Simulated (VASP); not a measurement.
Band structure of PbO (litharge). Computed with revTPSS meta-GGA, VASP's PBE PAW potentials (set 64) (plane waves; VASP 6.6.1).

The path is coarsely sampled, so an indirect gap can come out somewhat too large. Without a dispersion term in the relaxation, distances and binding between the weakly bound layers, chains or molecules are unreliable, and so is what depends on them. Unless said otherwise, spin-orbit coupling is left out, though it shifts the bands of the heavy elements here.

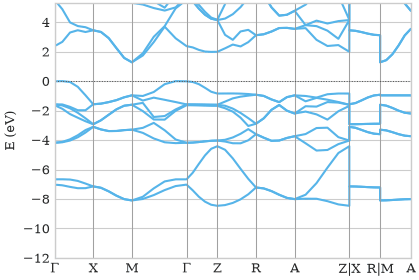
Bands along high-symmetry lines, zero at the valence-band maximum or, without a gap, the Fermi level

Q: Read the plot: is there a gap, and where are the band edges?

A: The gap is indirect, 1.28 eV, from the valence maximum at Γ-X at 0.20 to the conduction minimum at M.

The compound is PbO in the litharge structure. It was relaxed first.
